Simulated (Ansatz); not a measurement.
Geometry relaxation of C2H8FNSi (part 2 of 2)

C2H8FNSi; RKS PBE-D4/STO-3G (Ansatz 0.2.0). It belongs to a series of runs on one base structure; here: start relaxed.

Geometry of the input (Å):
```
Si 0.0000  0.0000  0.0000
H  0.0000  0.0000  1.4600
H  1.3768  0.0000  -0.4862
N  -0.8572  1.4851  -0.6061
C  -2.2719  1.4087  -0.9981
H  -2.8245  0.7784  -0.2704
H  -2.7088  2.4290  -1.0098
H  -2.3521  0.9607  -2.0106
C  -0.1354  2.7620  -0.7039
H  -0.2436  3.1711  -1.7300
H  -0.5567  3.4827  0.0276
H  0.9399  2.5975  -0.4831
F  -0.7489  -1.2974  -0.5295
```

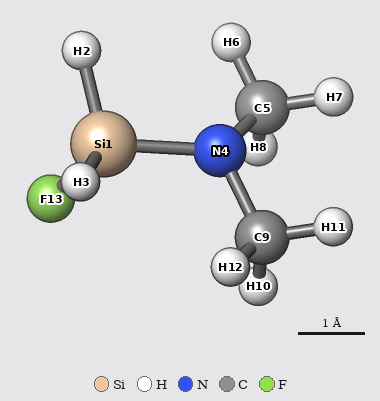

**Figure 1.** The geometry at step 11 of the log (ball-and-stick view, seen at a tilt; atoms are numbered from 1 in the order of the input).

**Trajectory as extended XYZ, continued**
```
13
Properties=species:S:1:pos:R:3:forces:R:3 step=5 energy=-14101.45035
Si   -0.0091    0.0225    0.0712    0.0466  -0.5753   0.0292
H    -0.3208   -0.2690    1.4967    0.0193   0.0875  -0.3735
H     1.4367    0.3125   -0.0632   -0.3576  -0.1094   0.0392
N    -0.8315    1.4317   -0.5407    0.0545   0.3050   0.0039
C    -2.2734    1.4468   -0.8862   -0.0666  -0.0007   0.0439
H    -2.7997    0.6180   -0.3549    0.0775   0.1438  -0.1256
H    -2.7485    2.4143   -0.5786    0.0699  -0.2241  -0.0457
H    -2.4606    1.3186   -1.9886    0.0023   0.0583   0.2121
C    -0.1148    2.6915   -0.8611   -0.1214  -0.0903  -0.0649
H    -0.2387    2.9921   -1.9316    0.0038  -0.0208   0.0473
H    -0.4730    3.5486   -0.2359    0.0067  -0.0458  -0.0561
H     0.9697    2.5613   -0.6678   -0.0018   0.0059  -0.0035
F    -0.5187   -1.3109   -0.7994    0.2670   0.4658   0.2938
13
Properties=species:S:1:pos:R:3:forces:R:3 step=6 energy=-14101.47690
Si   -0.0127    0.0242    0.0851    0.0045  -0.6358  -0.0365
H    -0.4387   -0.3278    1.4687    0.0923   0.1230  -0.4128
H     1.4328    0.3415    0.0553   -0.3620  -0.0980   0.0328
N    -0.8260    1.4400   -0.5225    0.0644   0.3075  -0.0085
C    -2.2719    1.4569   -0.8467   -0.1687   0.0271   0.0211
H    -2.7796    0.5888   -0.3604    0.1048   0.1860  -0.1228
H    -2.7587    2.3970   -0.4728    0.0843  -0.2358  -0.0826
H    -2.4763    1.3960   -1.9535    0.0487   0.0337   0.2744
C    -0.1077    2.6826   -0.9042   -0.1300  -0.0794  -0.0560
H    -0.2406    2.9383   -1.9866    0.0072  -0.0335   0.0845
H    -0.4603    3.5665   -0.3131    0.0107  -0.0731  -0.0670
H     0.9782    2.5590   -0.7142   -0.0063   0.0007   0.0008
F    -0.4208   -1.2852   -0.8752    0.2500   0.4776   0.3728
13
Properties=species:S:1:pos:R:3:forces:R:3 step=7 energy=-14101.52019
Si   -0.0098    0.0034    0.0759   -0.0278  -0.1511  -0.1493
H    -0.5390   -0.4028    1.3909    0.0130   0.0197  -0.1512
H     1.4093    0.3718    0.1645   -0.1277  -0.0392   0.0405
N    -0.8275    1.4389   -0.4974   -0.0692   0.1469   0.0682
C    -2.2821    1.4866   -0.7982    0.1290  -0.0702  -0.0106
H    -2.8078    0.6394   -0.3047    0.0684   0.0533  -0.0403
H    -2.7340    2.4374   -0.4280   -0.0009  -0.0389   0.0268
H    -2.4978    1.4324   -1.8978   -0.0106  -0.0157   0.0962
C    -0.1106    2.6620   -0.9370   -0.0648  -0.1434  -0.0477
H    -0.2258    2.8580   -2.0325    0.0384  -0.0143   0.0062
H    -0.4922    3.5680   -0.4057    0.0113  -0.0131  -0.0078
H     0.9721    2.5648   -0.7155   -0.0146   0.0015  -0.0113
F    -0.2373   -1.2820   -0.9548    0.0557   0.2644   0.1803
13
Properties=species:S:1:pos:R:3:forces:R:3 step=8 energy=-14101.56391
Si   -0.0230    0.0179    0.0665   -0.0363  -0.1417  -0.0318
H    -0.6794   -0.4907    1.2789    0.0192   0.0243  -0.0690
H     1.3746    0.3778    0.3184   -0.0434  -0.0206  -0.0085
N    -0.8263    1.4909   -0.4221   -0.0144   0.1092   0.0503
C    -2.2772    1.4939   -0.7330    0.0025  -0.0719   0.0906
H    -2.7577    0.6246   -0.2342   -0.0247   0.0617  -0.0299
H    -2.7719    2.4214   -0.3599    0.0383   0.0021  -0.0014
H    -2.4967    1.4231   -1.8274    0.0005  -0.0024  -0.0306
C    -0.0978    2.6540   -0.9819    0.0095   0.0931   0.0848
H    -0.1897    2.7566   -2.0917   -0.0062  -0.0783  -0.0392
H    -0.4763    3.6085   -0.5398    0.0101  -0.0555  -0.0412
H     0.9812    2.5718   -0.7330   -0.0387  -0.0017  -0.0232
F    -0.1420   -1.1719   -1.0808    0.0836   0.0818   0.0490
13
Properties=species:S:1:pos:R:3:forces:R:3 step=9 energy=-14101.59022
Si   -0.0282    0.0163    0.0586    0.0858  -0.2918  -0.1359
H    -0.7681   -0.5836    1.1859    0.1232   0.0811  -0.2136
H     1.3468    0.3868    0.4227   -0.1398  -0.0864  -0.0133
N    -0.8303    1.5234   -0.3428    0.0037   0.1038   0.0700
C    -2.2772    1.5113   -0.6774   -0.0962   0.0557  -0.0441
H    -2.7721    0.6610   -0.1637   -0.0009   0.0107   0.0169
H    -2.7691    2.4521   -0.3370    0.0113  -0.0005  -0.0130
H    -2.4821    1.4148   -1.7743    0.0065  -0.0174   0.0194
C    -0.0996    2.6386   -1.0029   -0.0602   0.0978  -0.1798
H    -0.1741    2.6291   -2.1277    0.0094  -0.0162   0.2725
H    -0.4921    3.6306   -0.6568    0.0457  -0.2368  -0.0834
H     0.9753    2.5834   -0.7318   -0.0096   0.0188  -0.0086
F    -0.0117   -1.0862   -1.1929    0.0211   0.2812   0.3129
13
Properties=species:S:1:pos:R:3:forces:R:3 step=10 energy=-14101.60286
Si   -0.0217    0.0213    0.0469    0.0608  -0.5417  -0.1709
H    -0.8234   -0.6664    1.0835    0.1904   0.1762  -0.2568
H     1.3274    0.3700    0.5323   -0.2486  -0.0804  -0.1234
N    -0.8344    1.5457   -0.2901    0.1085   0.2048   0.0333
C    -2.2814    1.5316   -0.6357   -0.1263  -0.0450  -0.0485
H    -2.7869    0.7156   -0.0768    0.0028   0.0323  -0.0051
H    -2.7642    2.4956   -0.3500    0.0599  -0.0284  -0.0140
H    -2.4811    1.3757   -1.7270   -0.0092  -0.0054   0.0281
C    -0.1015    2.6220   -1.0213   -0.1230   0.1461  -0.1386
H    -0.1668    2.5389   -2.1442    0.0335  -0.0079   0.2909
H    -0.5129    3.6290   -0.7452    0.0950  -0.2871  -0.0683
H     0.9713    2.5967   -0.7334   -0.0454   0.0176  -0.0312
F     0.0932   -0.9978   -1.2791    0.0016   0.4188   0.5046
13
Properties=species:S:1:pos:R:3:forces:R:3 step=11 energy=-14101.62809
Si   -0.0243    0.0224    0.0344   -0.0415   0.0611  -0.0749
H    -0.8423   -0.7055    1.0020    0.0086  -0.0148   0.0707
H     1.3115    0.3412    0.5339    0.0225  -0.0002   0.0732
N    -0.8356    1.5721   -0.2318    0.0353  -0.0510   0.0711
C    -2.2801    1.5363   -0.6103    0.0537   0.0011   0.0004
H    -2.8036    0.7788    0.0088   -0.0258   0.0130   0.0119
H    -2.7359    2.5311   -0.4125   -0.0761   0.0008  -0.0174
H    -2.4655    1.2916   -1.6870   -0.0110   0.0072   0.0007
C    -0.1042    2.6114   -1.0160   -0.0225  -0.0320   0.0177
H    -0.1290    2.4547   -2.1242   -0.0040   0.0022  -0.0038
H    -0.5543    3.6074   -0.8116    0.0319   0.0650  -0.0422
H     0.9579    2.6332   -0.6962    0.0125   0.0259   0.0040
F     0.1229   -0.8969   -1.3295    0.0164  -0.0783  -0.1114
13
Properties=species:S:1:pos:R:3:forces:R:3 step=12 energy=-14101.62180 accepted=F
Si   -0.0229    0.0151    0.0228    0.0068  -0.0155   0.1055
H    -0.8124   -0.7242    1.0022   -0.1122  -0.0294   0.0278
H     1.3039    0.3084    0.5507    0.1190   0.0764  -0.0017
N    -0.8317    1.5771   -0.2014   -0.1049   0.1937   0.0109
C    -2.2674    1.5526   -0.6064   -0.2786  -0.3291   0.0285
H    -2.8088    0.8019    0.0072   -0.0231   0.0188  -0.0100
H    -2.7394    2.5441   -0.4330    0.0605   0.0513   0.0384
H    -2.4336    1.2962   -1.6838    0.0027   0.0098  -0.0017
C    -0.1221    2.6120   -1.0080    0.4197  -0.0142  -0.1170
H    -0.1515    2.4284   -2.1119   -0.0033   0.0041  -0.0157
H    -0.5680    3.6149   -0.8353   -0.0712   0.0136   0.0691
H     0.9437    2.6510   -0.6995    0.0021   0.0284  -0.0105
F     0.1279   -0.8998   -1.3438   -0.0174  -0.0078  -0.1236
13
Properties=species:S:1:pos:R:3:forces:R:3 step=13 energy=-14101.63148
Si   -0.0255    0.0214    0.0257    0.0155  -0.0061   0.0189
H    -0.8358   -0.7105    0.9996    0.0015  -0.0116  -0.0069
H     1.3062    0.3338    0.5452   -0.0013  -0.0079  -0.0012
N    -0.8359    1.5778   -0.2187    0.0010   0.0116   0.0323
C    -2.2802    1.5375   -0.6052   -0.0174   0.0120  -0.0256
H    -2.8093    0.7854    0.0164    0.0106   0.0033   0.0054
H    -2.7457    2.5310   -0.4197   -0.0057  -0.0032  -0.0012
H    -2.4609    1.2855   -1.6813    0.0045  -0.0048   0.0089
C    -0.1035    2.6113   -1.0139   -0.0055   0.0113  -0.0273
H    -0.1267    2.4421   -2.1206    0.0022  -0.0079   0.0038
H    -0.5499    3.6132   -0.8271    0.0021   0.0050  -0.0048
H     0.9589    2.6406   -0.6941   -0.0037  -0.0064   0.0088
F     0.1262   -0.8910   -1.3465   -0.0037   0.0047  -0.0111
13
Properties=species:S:1:pos:R:3:forces:R:3 step=14 energy=-14101.63262
Si   -0.0259    0.0225    0.0230   -0.0742   0.1450  -0.0166
H    -0.8363   -0.7303    0.9815    0.0123   0.0000  -0.0087
H     1.3080    0.3195    0.5468   -0.0108  -0.0115  -0.0024
N    -0.8389    1.5968   -0.1875    0.0631  -0.1102   0.0463
C    -2.2799    1.5407   -0.5966    0.0130  -0.0229  -0.0022
H    -2.8114    0.8025    0.0390   -0.0129   0.0019   0.0029
H    -2.7521    2.5362   -0.4436    0.0032  -0.0007  -0.0015
H    -2.4436    1.2571   -1.6670   -0.0080   0.0044  -0.0072
C    -0.1037    2.6110   -1.0109    0.0105  -0.0247  -0.0032
H    -0.1126    2.4050   -2.1112   -0.0017   0.0064  -0.0078
H    -0.5572    3.6155   -0.8603   -0.0015  -0.0031  -0.0012
H     0.9541    2.6538   -0.6783    0.0057   0.0112  -0.0020
F     0.1172   -0.8524   -1.3748    0.0013   0.0042   0.0037
13
Properties=species:S:1:pos:R:3:forces:R:3 step=15 energy=-14101.63320
Si   -0.0288    0.0283    0.0205    0.0182  -0.0330   0.0222
H    -0.8389   -0.7352    0.9700    0.0011  -0.0007  -0.0032
H     1.3038    0.3159    0.5513    0.0000  -0.0020  -0.0023
N    -0.8380    1.5999   -0.1760   -0.0134   0.0271  -0.0325
C    -2.2779    1.5396   -0.5921   -0.0209   0.0011   0.0035
H    -2.8141    0.8095    0.0495   -0.0007   0.0047  -0.0062
H    -2.7491    2.5376   -0.4516    0.0051  -0.0095  -0.0004
H    -2.4383    1.2459   -1.6607    0.0052   0.0032   0.0117
C    -0.1032    2.6074   -1.0102    0.0074   0.0178  -0.0033
H    -0.1099    2.3912   -2.1090   -0.0026  -0.0014   0.0183
H    -0.5602    3.6121   -0.8704    0.0047  -0.0135  -0.0015
H     0.9541    2.6579   -0.6760   -0.0032   0.0024  -0.0051
F     0.1180   -0.8325   -1.3856   -0.0009   0.0038  -0.0011
13
Properties=species:S:1:pos:R:3:forces:R:3 step=16 energy=-14101.63328
Si   -0.0280    0.0271    0.0218    0.0017  -0.0031   0.0024
H    -0.8383   -0.7352    0.9718   -0.0018   0.0012   0.0004
H     1.3045    0.3158    0.5520    0.0006   0.0015   0.0008
N    -0.8379    1.5984   -0.1803   -0.0036   0.0001  -0.0010
C    -2.2789    1.5399   -0.5928    0.0081   0.0025   0.0000
H    -2.8146    0.8082    0.0471    0.0016  -0.0010   0.0011
H    -2.7491    2.5374   -0.4486   -0.0006   0.0028   0.0014
H    -2.4410    1.2497   -1.6617   -0.0002  -0.0013  -0.0020
C    -0.1029    2.6082   -1.0109   -0.0053  -0.0047   0.0015
H    -0.1104    2.3945   -2.1096    0.0011  -0.0008  -0.0045
H    -0.5600    3.6121   -0.8687   -0.0016   0.0034   0.0015
H     0.9545    2.6582   -0.6776    0.0000  -0.0014   0.0012
F     0.1198   -0.8364   -1.3825   -0.0002   0.0008  -0.0029
```

**Key numbers**

| quantity | value |
| --- | --- |
| outcome | converged |
| total energy | −14101.6333 eV |
| mean-field energy | −14101.3751 eV |
| largest force (length of the vector) at the end | 0.009 eV/Å |
| hardware | 1 thread of Arm Neoverse N1, 24 GiB of memory available, shared host |
| wall time | 79 s |
| peak memory | 0.15 GiB |
